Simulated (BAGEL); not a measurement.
# BNH2Cl2 (BCl2(NH2)) at 4 levels

Aim: a comparison of 4 runs (B3LYP/6-31G*, B3LYP/6-311+G**, PBE0/6-311+G**, RI-MP2/6-311+G**) of BNH2Cl2 (BCl2(NH2)). 

The results are computed with BAGEL 1.2.2.

2 further runs of the same task are left out: 2 that didn't finish. Runs told in other sessions of the task aren't counted.

## Step 1: Starting point

BNH2Cl2: 6 atoms, total charge 0, spin state singlet. SMILES: `NB(Cl)Cl`. The shape is that of a GFN2-xTB optimisation.

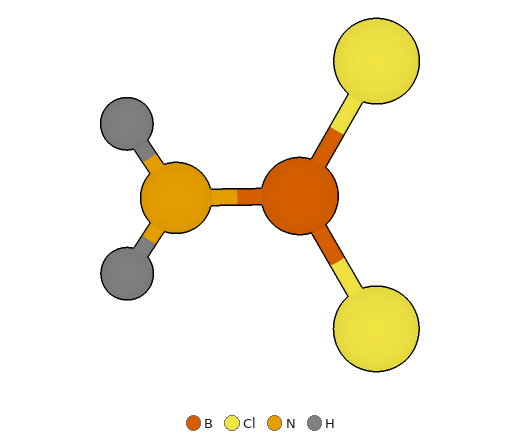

Viewed from a chosen angle; boron orange, chlorine yellow, nitrogen amber, hydrogen grey.

## Step 2: A single-point energy at B3LYP/6-31G(d) (density fitting with qzvpp-jkfit, spherical functions) (run 1)

File calc.json:

```json
{ "bagel": [

{
  "title": "molecule",
  "basis": "6-31gs.json",
  "df_basis": "qzvpp-jkfit",
  "angstrom": "true",
  "geometry": [
    { "atom": "B", "xyz": [    0.292890,    0.511460,    0.004020 ] },
    { "atom": "Cl", "xyz": [    1.965580,    0.537960,    0.461330 ] },
    { "atom": "Cl", "xyz": [   -0.517930,    1.975810,   -0.445570 ] },
    { "atom": "N", "xyz": [   -0.398200,   -0.689810,   -0.003320 ] },
    { "atom": "H", "xyz": [   -1.366870,   -0.767900,   -0.264590 ] },
    { "atom": "H", "xyz": [    0.024530,   -1.567520,    0.248130 ] }
  ]
},
{ "title": "ks", "xc_func": "b3lyp" },
{ "title": "print", "file": "orbitals.molden", "orbitals": "true" }

]}
```

The basis set 6-31G* is read from a file made from the Basis Set Exchange's data (not shown).

Run with:

```bash
$ BAGEL_NUM_THREADS=1 BAGEL calc.json > calc.out
```

Output:

```text
* using 1 threads per process

  ===============================================================
  ===============================================================

  *** Geometry ***

  { "atom" : "B", "xyz" : [      0.553482,      0.966519,      0.007597 ] },
  { "atom" : "Cl", "xyz" : [      3.714408,      1.016597,      0.871787 ] },
  { "atom" : "Cl", "xyz" : [     -0.978746,      3.733740,     -0.842005 ] },
  { "atom" : "N", "xyz" : [     -0.752489,     -1.303552,     -0.006274 ] },
  { "atom" : "H", "xyz" : [     -2.583010,     -1.451121,     -0.500003 ] },
  { "atom" : "H", "xyz" : [      0.046355,     -2.962183,      0.468898 ] },

  Number of auxiliary basis functions:      444

  Since a DF basis is specified, we compute 2- and 3-index integrals:
    o Being stored without compression. Storage requirement is 0.016 GB

  Number of basis functions:       68
  Number of electrons      :       48

    * METHOD: MOLECULE                             0.19

  *** Kohn-Sham DFT ***

    * Removing 11083 points whose weight is below 1.00e-10
    * Grid points: 78353

  === Nuclear Repulsion ===
   184.0082060294

       - DIIS with orbital gradients will be used.

  === KS iteration (b3lyp / 6-31gs.json) ===
      0       -976.52159823          0.13182574           0.27
      1       -931.14821997          0.19161205           0.25
      2       -966.80063819          0.13032726           0.25
      3       -987.07943295          0.15343211           0.25
      4      -1001.01460808          0.02568338           0.25
      5      -1000.45055298          0.04512397           0.25
      6      -1000.77368878          0.03562060           0.25
      7      -1001.10773357          0.02263682           0.25
      8      -1001.30617008          0.00662170           0.25
      9      -1001.32335029          0.00138363           0.24
     10      -1001.32422118          0.00039902           0.24
     11      -1001.32435990          0.00008075           0.25
     12      -1001.32436463          0.00002870           0.25
     13      -1001.32436499          0.00000894           0.25
     14      -1001.32436502          0.00000176           0.24
     15      -1001.32436503          0.00000034           0.25
     16      -1001.32436503          0.00000008           0.25
     17      -1001.32436503          0.00000001           0.25
     18      -1001.32436503          0.00000001           0.25
    * SCF iteration converged.

    * Permanent dipole moment:
           (    0.596895,     1.033985,     0.009150) a.u.

    * METHOD: KS                                   5.02

    * METHOD: PRINT                                0.01

  ===============================================================
```

Run time: 5.4 s. Hardware: 1 thread of Arm Neoverse V2, shared host; peak memory 0.29 GiB.

## Step 3: A single-point energy at B3LYP/6-311+G(d,p) (density fitting with qzvpp-jkfit) (run 2)

File input.json:

```json
{ "bagel": [

{
  "title": "molecule",
  "basis": "6-311+gss.json",
  "df_basis": "qzvpp-jkfit",
  "angstrom": "true",
  "geometry": [
    { "atom": "B", "xyz": [    0.292890,    0.511460,    0.004020 ] },
    { "atom": "Cl", "xyz": [    1.965580,    0.537960,    0.461330 ] },
    { "atom": "Cl", "xyz": [   -0.517930,    1.975810,   -0.445570 ] },
    { "atom": "N", "xyz": [   -0.398200,   -0.689810,   -0.003320 ] },
    { "atom": "H", "xyz": [   -1.366870,   -0.767900,   -0.264590 ] },
    { "atom": "H", "xyz": [    0.024530,   -1.567520,    0.248130 ] }
  ]
},
{
  "title": "ks",
  "xc_func": "b3lyp"
},
{
  "title": "print",
  "file": "orbitals.molden",
  "orbitals": "true"
}

]}
```

The basis set 6-311+G** is read from a file made from the Basis Set Exchange's data (not shown).

Run with:

```bash
$ BAGEL_NUM_THREADS=1 BAGEL input.json > input.out
```

Output:

```text
* using 1 threads per process

  ===============================================================
  ===============================================================

  *** Geometry ***

  { "atom" : "B", "xyz" : [      0.553482,      0.966519,      0.007597 ] },
  { "atom" : "Cl", "xyz" : [      3.714408,      1.016597,      0.871787 ] },
  { "atom" : "Cl", "xyz" : [     -0.978746,      3.733740,     -0.842005 ] },
  { "atom" : "N", "xyz" : [     -0.752489,     -1.303552,     -0.006274 ] },
  { "atom" : "H", "xyz" : [     -2.583010,     -1.451121,     -0.500003 ] },
  { "atom" : "H", "xyz" : [      0.046355,     -2.962183,      0.468898 ] },

  Number of auxiliary basis functions:      444

  Since a DF basis is specified, we compute 2- and 3-index integrals:
    o Being stored without compression. Storage requirement is 0.048 GB

  Number of basis functions:      116
  Number of electrons      :       48

    * METHOD: MOLECULE                             0.23

  *** Kohn-Sham DFT ***

    * Removing 11083 points whose weight is below 1.00e-10
    * Grid points: 78353

  === Nuclear Repulsion ===
   184.0082060294

       - DIIS with orbital gradients will be used.

  === KS iteration (b3lyp / 6-311+gss.json) ===
      0       -937.97697417          0.20244289           0.47
      1       -924.21671585          0.27383048           0.45
      2       -963.25057219          0.12944488           0.45
      3       -939.84342509          0.20850463           0.45
      4       -973.66969607          0.17019113           0.45
      5       -979.29378493          0.16607329           0.46
      6       -983.53157810          0.15550420           0.45
      7       -987.19190858          0.13474013           0.45
      8       -969.53200728          0.11823084           0.45
      9       -989.93431766          0.11605834           0.45
     10       -989.71699423          0.11831629           0.45
     11       -997.15722182          0.08214155           0.45
     12       -997.42200158          0.07873649           0.45
     13       -997.68211443          0.07530872           0.45
     14       -988.19116478          0.10463615           0.45
     15      -1001.19293627          0.02326471           0.45
     16      -1001.33241012          0.01353707           0.45
     17      -1001.41556612          0.00461003           0.45
     18      -1001.42162834          0.00198117           0.45
     19      -1001.42351355          0.00084705           0.45
     20      -1001.42394321          0.00011903           0.45
     21      -1001.42395133          0.00003267           0.45
     22      -1001.42395182          0.00001107           0.45
     23      -1001.42395189          0.00000468           0.45
     24      -1001.42395189          0.00000185           0.45
     25      -1001.42395189          0.00000063           0.45
     26      -1001.42395189          0.00000014           0.46
     27      -1001.42395189          0.00000003           0.45
     28      -1001.42395189          0.00000002           0.46
     29      -1001.42395189          0.00000000           0.45
    * SCF iteration converged.

    * Permanent dipole moment:
           (    0.546438,     0.946140,     0.008624) a.u.

    * METHOD: KS                                  13.94

    * METHOD: PRINT                                0.02

  ===============================================================
```

Run time: 14 s. Hardware: 1 thread of Arm Neoverse V2, shared host; peak memory 0.43 GiB.

Run 3 isn't shown in full; the table further down has it.

## Step 4: A single-point energy at RI-MP2/6-311+G(d,p) (density fitting with qzvpp-jkfit) (run 4)

input.json: that of step 3 with these lines changed.

```diff
@@ -6,3 +6,3 @@
   "df_basis": "qzvpp-jkfit",
-  "angstrom": "true",
+  "angstrom": true,
   "geometry": [
@@ -16,11 +16,4 @@
 },
-{
-  "title": "ks",
-  "xc_func": "b3lyp"
-},
-{
-  "title": "print",
-  "file": "orbitals.molden",
-  "orbitals": "true"
-}
+{ "title": "hf" },
+{ "title": "mp2", "ncore": 12 }
```

The basis set 6-311+G** is read from a file made from the Basis Set Exchange's data (not shown).

Run with:

```bash
$ BAGEL_NUM_THREADS=1 BAGEL input.json > input.out
```

Output:

```text
* using 1 threads per process

  ===============================================================
  ===============================================================

  *** Geometry ***

  { "atom" : "B", "xyz" : [      0.553482,      0.966519,      0.007597 ] },
  { "atom" : "Cl", "xyz" : [      3.714408,      1.016597,      0.871787 ] },
  { "atom" : "Cl", "xyz" : [     -0.978746,      3.733740,     -0.842005 ] },
  { "atom" : "N", "xyz" : [     -0.752489,     -1.303552,     -0.006274 ] },
  { "atom" : "H", "xyz" : [     -2.583010,     -1.451121,     -0.500003 ] },
  { "atom" : "H", "xyz" : [      0.046355,     -2.962183,      0.468898 ] },

  Number of auxiliary basis functions:      444

  Since a DF basis is specified, we compute 2- and 3-index integrals:
    o Being stored without compression. Storage requirement is 0.048 GB

  Number of basis functions:      116
  Number of electrons      :       48

    * METHOD: MOLECULE                             0.23

  *** RHF ***

  === Nuclear Repulsion ===
   184.0082060294

      * DIIS with orbital gradients will be used.

  === RHF iteration (6-311+gss.json) ===
      0       -999.24674686          0.02324560           0.11
      1       -999.41463359          0.01408342           0.11
      2       -999.47814780          0.00140866           0.11
      3       -999.47954537          0.00036051           0.11
      4       -999.47963811          0.00008121           0.11
      5       -999.47964386          0.00002715           0.11
      6       -999.47964465          0.00001106           0.11
      7       -999.47964479          0.00000211           0.11
      8       -999.47964480          0.00000069           0.11
      9       -999.47964480          0.00000037           0.11
     10       -999.47964480          0.00000006           0.11
     11       -999.47964480          0.00000003           0.11
     12       -999.47964480          0.00000001           0.11
    * SCF iteration converged.

    * Permanent dipole moment:
           (    0.552927,     0.957096,     0.008745) a.u.

    * METHOD: HF                                   1.68

  *** RHF ***

  === Nuclear Repulsion ===
   184.0082060294

      * DIIS with orbital gradients will be used.

  === RHF iteration (6-311+gss.json) ===
      0       -999.47964480          0.00000000           0.11
    * SCF iteration converged.

    * Permanent dipole moment:
           (    0.552927,     0.957097,     0.008745) a.u.

  === DF-MP2 calculation ===

    * freezing 12 orbitals
    * 3-index integral transformation done
    * assembly done

      MP2 correlation energy:   -0.5459137462      0.08

      MP2 total energy:       -1000.0255585420

    * METHOD: MP2                                  0.31

  ===============================================================
```

It took 2.4 s on 1 thread of Arm Neoverse V2, shared host; peak memory 0.15 GiB.

## Step 5: Overview of the runs

| run | level | frozen core orbitals | energy (Eh) | dipole moment (D) | HOMO energy (eV) | LUMO energy (eV) | wall time |
| --- | --- | --- | --- | --- | --- | --- | --- |
| 1 | B3LYP/6-31G* (density fitting with qzvpp-jkfit, spherical functions) | – | -1001.324365 | 3.03 | -8.02 | 0.36 | 5.4 s |
| 2 | B3LYP/6-311+G** (density fitting with qzvpp-jkfit) | – | -1001.423952 | 2.78 | -8.32 | -0.46 | 14 s |
| 3 | PBE0/6-311+G** (density fitting with qzvpp-jkfit) | – | -1000.989941 | 2.81 | -8.58 | -0.18 | 14 s |
| 4 | RI-MP2/6-311+G** (density fitting with qzvpp-jkfit) | 12 | -1000.025559 | – | – | – | 2.4 s |

## Step 6: Results

| quantity | value |
| --- | --- |
| run 4: total energy | -1000.02556 Eh |
| run 4: correlation energy (12 core orbitals frozen) | -545.9 mEh |

What this shows: Over runs 1, 2, 3 the dipole moment (its size) runs from 2.78 D (B3LYP/6-311+G**) to 3.03 D (B3LYP/6-31G*). Over runs 1, 2, 3 the HOMO–LUMO gap runs from 7.86 eV (B3LYP/6-311+G**) to 8.41 eV (PBE0/6-311+G**). Totals of different functionals can't be ranked against each other. All runs together took 36 s, the longest 14 s.
